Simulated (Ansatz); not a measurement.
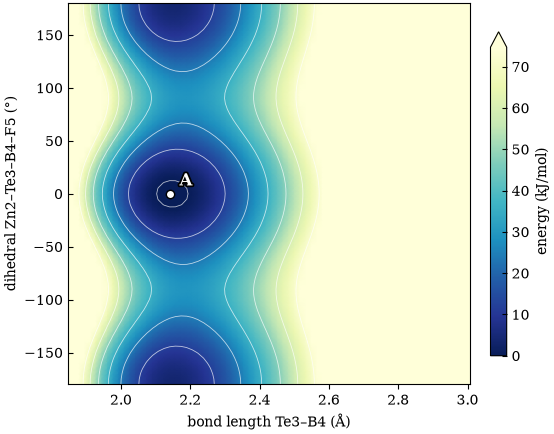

CH₄BFTeZn, SMILES [CH3][Zn][Te]BF. Coordinates scanned: (1) bond length Te3–B4; (2) dihedral Zn2–Te3–B4–F5. Nothing is relaxed (all other coordinates rigid). The grid has 11 × 12 points. Points are written as (first, second). Energies: kJ/mol, counted from the lowest grid point. Method: Ansatz, RKS PBE0-D4/def2-SVP.

The picture shows a smooth colour map with a few white contour lines, one colour for all values above the top of the scale, the point A. Between grid points the surface is interpolated.

### What is the easiest way out of the well at A, and how high is the barrier?

The easiest path leads from the well at about (2.14 Å, 0°) to the well at about (2.16 Å, −180°), about 5.2 kJ/mol higher. Its highest point lies about 30 kJ/mol above the bottom of the first well on the interpolated surface, at (2.194 Å, 90°). Seen from the upper well the barrier is about 25 kJ/mol. The start is the relaxed structure and all else is held, so a fully relaxed path at this level can only be lower.

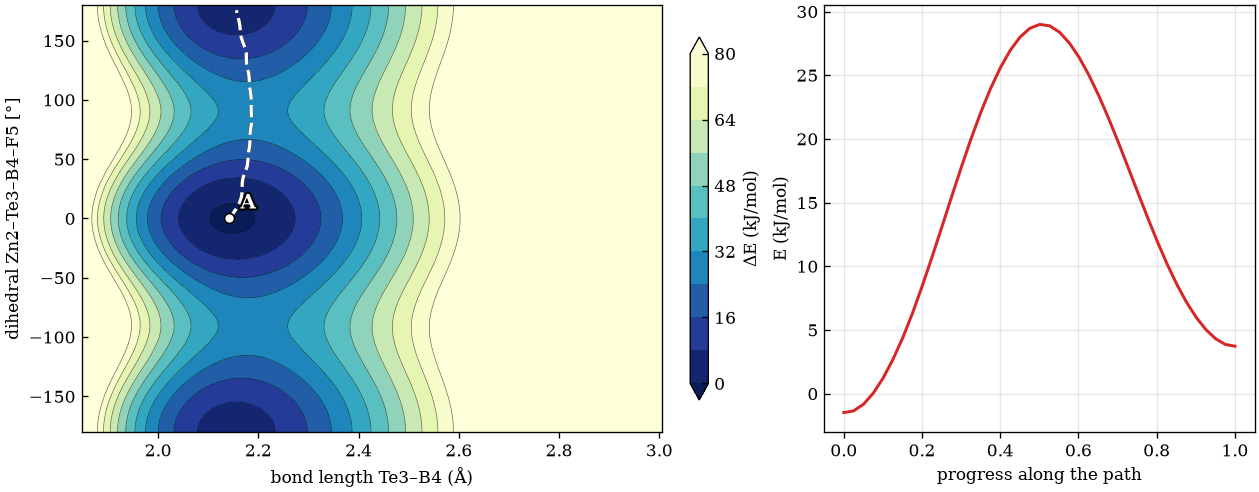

In the figure: filled contours, a line along the lowest path, one colour for all values above the top of the scale, the energy along the path at the right. Between grid points the surface is interpolated.
